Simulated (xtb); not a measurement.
C$_{2}$H$_{7}$FN$_{2}$ (charge +1): property calculation

The run: property calculation of C$_{2}$H$_{7}$FN$_{2}$, charge +1, multiplicity 2. Method and program: GFN2-xTB, ALPB solvent hexadecane (xtb 6.7.1).

The geometry was optimised with GFN2-xTB.

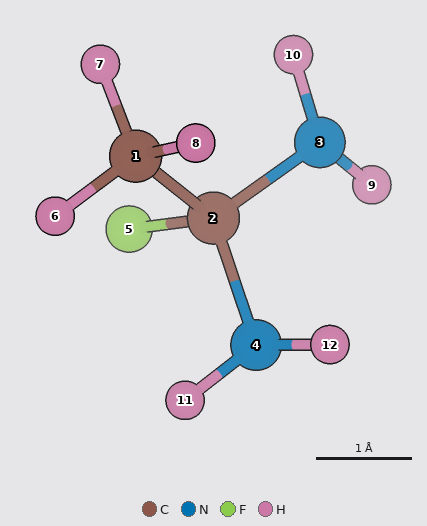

**Figure 1.** The input geometry (ball-and-stick view, seen at a tilt; atoms are numbered from 1 in the order of the input).

**Input (mol.json)**
```
{
 "schema_name": "qcschema_molecule",
 "schema_version": 2,
 "symbols": [
  "C",
  "C",
  "N",
  "N",
  "F",
  "H",
  "H",
  "H",
  "H",
  "H",
  "H",
  "H"
 ],
 "geometry": [
  -2.15596964,
  0.22895922,
  1.05219951,
  0.399507,
  0.40579979,
  -0.29001627,
  2.39441528,
  -0.27032532,
  1.35910993,
  0.64139194,
  -1.03150701,
  -2.57084011,
  0.63863294,
  2.97539268,
  -1.06571105,
  -3.66255379,
  0.73215549,
  -0.25031312,
  -2.19964121,
  1.52516016,
  2.64438825,
  -2.42918624,
  -1.68835691,
  1.73140487,
  4.07551564,
  -0.18381366,
  0.44724148,
  2.44732761,
  0.85942854,
  2.90171226,
  -0.86077025,
  -0.77123503,
  -3.72451791,
  0.85682072,
  -2.88578187,
  -2.17021817
 ],
 "molecular_charge": 1,
 "molecular_multiplicity": 2
}
```

**File xcontrol**
```
$scc
   broydamp=0.8
$gbsa
   gbsagrid=extreme
$end
```

Machine: 1 thread of Arm Neoverse V1, 24 GiB of memory available, shared host.

Command:
```bash
xtb mol.json --fod --alpb hexadecane bar1M --norestart --acc 0.01 -I xcontrol > mol.out
```

**Output**
```
* xtb version 6.7.1
########################################################################
[ERROR] Program stopped due to fatal error
-2- reading geometry input 'mol.json' failed
-1- JSON support not enabled
########################################################################
```

**Standard error**
```
ERROR STOP
Error termination. Backtrace:
abnormal termination of xtb
```

**Outcome**

```csv
quantity,value
outcome,refused by the program
```

Settings chosen away from the usual ones: method = gfn2-xtb; task = fod; x = {"accuracy": 0.01, "broyden_damping": 0.8, "surface_grid": "extreme"}; geo = {"prev": 1}; partner = cation; sm = ALPB; solvent = hexadecane. The program refused the input.
